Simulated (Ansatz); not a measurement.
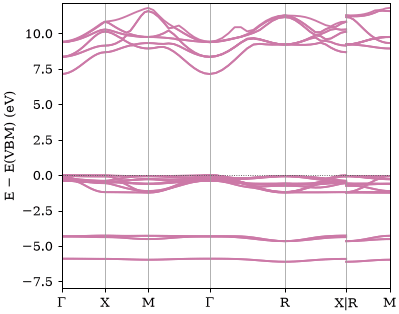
Figure: Band structure from DFT-r²SCAN with spin–orbit coupling in the program Ansatz with PAW potentials

### Question
Read off the gap and where the band edges lie.

### Answer
About 7.1 eV (7.14 eV by a search for the band edges); maximum at Γ, minimum at Γ.

The material is CsSrF3 (cubic perovskite, Pm-3m).

The workflow started from a Materials Project entry (that database holds measured and hypothetical structures alike); the Crystallography Open Database copy checked does not list it. Whether it is the stable phase at ambient conditions was not checked. The cell was relaxed with r²SCAN under the symmetry of its start; its stability against distortions is not shown here.

Potentials: the later of the program's two PAW sets.
